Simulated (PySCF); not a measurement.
SMILES FC(F)(F)[SiH2]Br (CH2BrF3Si) at its CAM-B3LYP/def2-SVP optimised geometry (Å):

```
8

F     -0.8727    -0.9132     1.1518
C     -0.4725    -0.3633     0.0000
F      0.8727    -0.3633     0.0000
F     -0.8722     0.9132     0.0000
Si    -1.0992    -1.3376    -1.5379
Br    -3.3098    -1.3599    -1.5205
H     -0.6055    -0.6360    -2.7426
H     -0.5739    -2.7163    -1.4326
```

Calculation: CAM-B3LYP/def2-TZVP run with PySCF. Cells within 0.4 Å of a nucleus heavier than hydrogen are left out (blank, or x).

Map of the log10 of the electron density (e/bohr³), floored at −4 on the plane z = 0.0 Å:

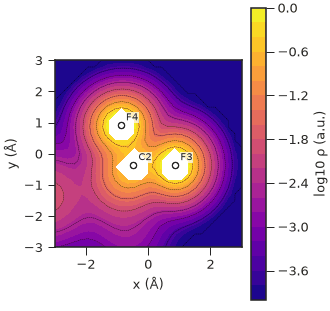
Figure: Log10 of the electron density (e/bohr³), floored at −4 on the plane z = 0.0 Å.
